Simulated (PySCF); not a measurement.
## Single-point calculation of SiHCl₂OF

SiHCl₂OF, computed with HF/STO-3G, RHF (PySCF 2.14.0).

The geometry comes from this level: PBE0-D4/def2-TZVP.

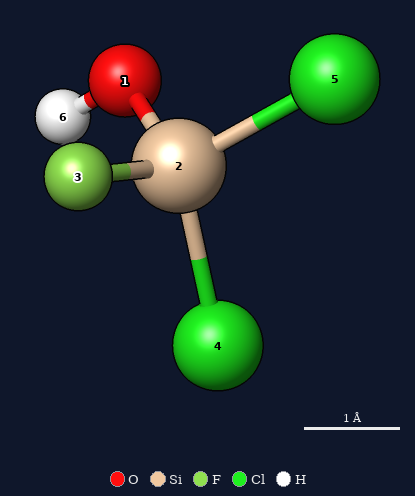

Figure 1. The structure (ball-and-stick view, seen at a tilt; atoms are numbered from 1 in the order of the input). Bond lengths as drawn: Cl–Si 2.01 to 2.03 Å, F–Si 1.58 Å, H–O 0.96 Å and O–Si 1.61 Å.

Input (calc.py):
```python
# O[Si](F)(Cl)Cl
from pyscf import gto

mol = gto.M(
    atom='''
O   -0.507700   0.453700   1.122500
Si   0.219500   0.013400  -0.247400
F    1.583200  -0.726700   0.044400
Cl  -0.921300  -1.272900  -1.319600
Cl   0.618000   1.683900  -1.294500
H   -0.949600  -0.215500   1.648500
''',
    charge=0,
    basis='sto-3g',
    max_memory=1860,
    verbose=3,
)

mf = mol.RHF()
mf.conv_tol = 1e-10
mf.kernel()
if not mf.converged:
    mf = mf.newton().run(mf.mo_coeff, mf.mo_occ)

e_final = mf.e_tot
print('E = %.10f Eh' % e_final)
```

Run on 1 thread of Arm Neoverse V2, 24 GiB of memory available, shared host.

Command:
```bash
OMP_NUM_THREADS=1 python calc.py
```

What the program printed:
```
[file] SyntaxWarning: invalid escape sequence '\W'
  S = {(paw_set(r)[0], bool(re.search(r"spin_orbit\W+true|paw_fr", str((r.get("files") or {}).get("input") or "")) or re.search("(?i)spin.orbit\W+(value\W+)?(true|yes)|value\W+spin-orbit", json.dumps(r.get("inputs"), default=str)))) for r in records}
converged SCF energy = -1367.37386329879
E = -1367.3738632988 Eh
```

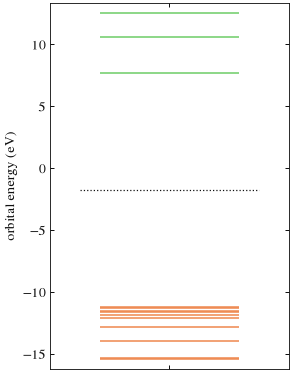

Figure 2. Orbital energies near the frontier; the dotted line parts filled from empty levels, and levels within 0.02 eV of each other stand side by side. Highest filled −11.23 eV, lowest empty 7.67 eV, 18.90 eV apart.

Key numbers:

| quantity | value |
| --- | --- |
| outcome | converged |
| total energy | −1367.373863 hartree |
| basis functions | 38 |
| HOMO | −11.23 eV |
| LUMO | 7.67 eV |
| dipole moment | 2.76 D |
| wall time | 0.79 s |
| peak memory | 0.12 GiB |
